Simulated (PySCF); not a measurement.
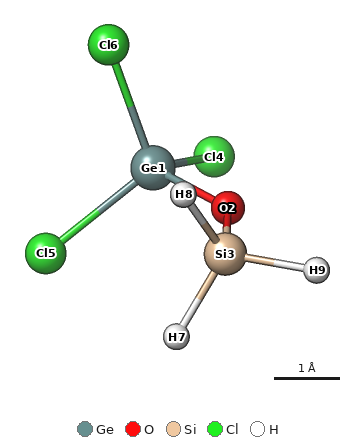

The input geometry (ball-and-stick view, seen at an oblique angle; atoms are numbered from 1 in the order of the input). Sticks mark near contacts. Bond lengths as drawn: Cl–Ge 2.12 to 2.13 Å, Ge–O 1.73 Å, H–Si 1.49 Å and O–Si 1.68 Å.

GeSiH3Cl3O: core-level calculation

System: GeSiH3Cl3O, SMILES [SiH3][O][Ge]([Cl])([Cl])[Cl].
Method: delta-SCF UKS SCAN, pcX-2 on the ionised atom, pcseg-1 elsewhere, spin-free X2C (PySCF 2.14.0).

### Output
```
ground state, core basis on atom 1 (O), 159 functions
  cycle   1  E = -3845.53860213  |g| = 9.60e-01
  cycle   2  E = -3844.71658900  |g| = 2.20e+00
  cycle   3  E = -3845.68817691  |g| = 3.14e-01
  cycle   4  E = -3845.71003152  |g| = 1.48e-01
  cycle   5  E = -3845.71583037  |g| = 3.67e-02
  cycle   6  E = -3845.71621401  |g| = 5.80e-03
  cycle   7  E = -3845.71622254  |g| = 2.75e-03
  cycle   8  E = -3845.71621980  |g| = 8.07e-04
  cycle   9  E = -3845.71622236  |g| = 1.12e-04
  E(ground) = -3845.89223812 Eh
hole in O 1s of atom 1
  cycle   1  E = -3825.07860631  |g| = 2.24e+00
[... 9 cycles left out ...]
  E(ion) = -3826.10648052 Eh   <S^2> = 0.7635   hole on atom = 1.000   binding energy = 538.398 eV
ground state, core basis on atom 2 (Si), 170 functions
[... 7 cycles left out ...]
  E(ground) = -3845.91696727 Eh
hole in Si 2p of atom 2
[... 10 cycles left out ...]
  E(ion) = -3841.93920180 Eh   <S^2> = 0.7515   hole on atom = 1.003   binding energy = 108.241 eV
  2p3/2 = 107.982 eV   2p1/2 = 108.608 eV
ground state, core basis on atom 3 (Cl), 170 functions
[... 7 cycles left out ...]
  E(ground) = -3846.02854141 Eh
hole in Cl 2p of atom 3
[... 10 cycles left out ...]
  E(ion) = -3838.41841110 Eh   <S^2> = 0.7522   hole on atom = 1.001   binding energy = 207.082 eV
  2p3/2 = 206.492 eV   2p1/2 = 208.146 eV
ground state, core basis on atom 4 (Cl), 170 functions
[... 7 cycles left out ...]
  E(ground) = -3846.02830446 Eh
hole in Cl 2p of atom 4
[... 9 cycles left out ...]
  E(ion) = -3838.42118399 Eh   <S^2> = 0.7523   hole on atom = 1.001   binding energy = 207.000 eV
  2p3/2 = 206.411 eV   2p1/2 = 208.065 eV
ground state, core basis on atom 5 (Cl), 170 functions
[... 6 cycles left out ...]
  cycle   7  E = -3845.86483984  |g| = 1.27e-04
  E(ground) = -3846.02841394 Eh
hole in Cl 2p of atom 5
  cycle   1  E = -3837.77330033  |g| = 1.71e+00
  cycle   2  E = -3837.60502569  |g| = 1.37e+00
  cycle   3  E = -3838.11102714  |g| = 5.03e-01
  cycle   4  E = -3838.22417187  |g| = 2.54e-01
  cycle   5  E = -3838.24476102  |g| = 1.05e-01
  cycle   6  E = -3838.24927846  |g| = 4.59e-02
  cycle   7  E = -3838.25040359  |g| = 6.75e-03
  cycle   8  E = -3838.25042794  |g| = 2.19e-03
  cycle   9  E = -3838.25042908  |g| = 4.53e-04
  E(ion) = -3838.42143860 Eh   <S^2> = 0.7523   hole on atom = 1.001   binding energy = 206.996 eV
  2p3/2 = 206.404 eV   2p1/2 = 208.058 eV
```

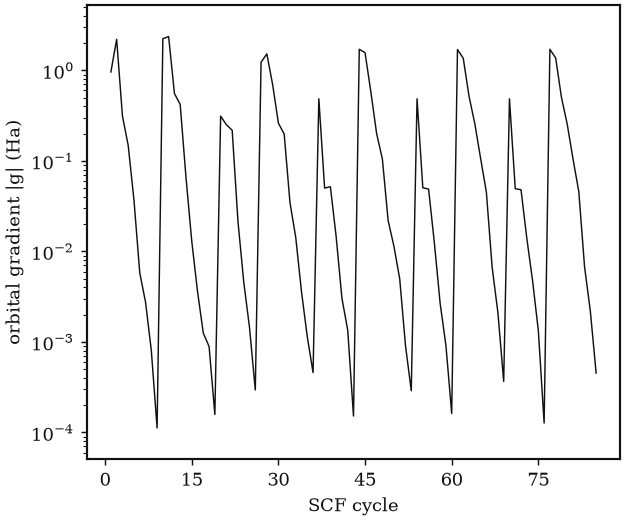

Convergence of the self-consistent field: orbital gradient |g| against the SCF cycle. All cycles printed in the log are drawn one after another.

The run was set up as follows.

### The input
```
{"job": {"kind": "xps", "holes": 5}, "charge": 0, "multiplicity": 1}
Ge     1.576093     0.359748     0.096901
O      0.205637    -0.695249    -0.026256
Si    -1.461801    -0.520347    -0.098872
Cl     3.302062    -0.739034    -0.460055
Cl     1.319463     2.032305    -1.199882
Cl     1.771217     1.061304     2.097061
H     -1.840668     0.257543    -1.313324
H     -1.948635     0.189684     1.119731
H     -2.031207    -1.892606    -0.162776
```

The first line tells a small driver script what to run in PySCF; the rest is the geometry in Å.

Launch command:
```bash
OMP_NUM_THREADS=1 python <driver script> task.json out
```

### Key numbers

| quantity | value |
| --- | --- |
| outcome | converged |
| hardware | 1 CPU thread, shared host |
| wall time | 34 s |
| peak memory | 0.61 GiB |
